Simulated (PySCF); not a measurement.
Vertical excitations of a molecule CH5F2NSi from TDA-PBE/def2-SVPD in PySCF, as energy in eV (oscillator strength): 5.94 (0.001), 6.27 (0.013), 6.95 (0.021), 7.05 (0.059), 7.44 (0.019), 7.98 (0.012), 8.21 (0.074), 8.56 (0.015), 8.60 (0.002), 8.86 (0.028). Lowest triplet (TDA): 5.75 eV. Coordinates come from a PBE0-D3(BJ)/def2-SVP optimisation. Other conformers were not sampled.

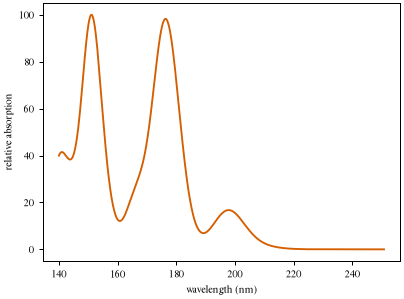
The lines broadened by 0.4 eV.

Identify the compound among the candidates.
A. N[SiH2]C(F)F
B. NC[SiH](F)F
C. CN[SiH](F)F
D. C[Si](N)(F)F

C, CN[SiH](F)F
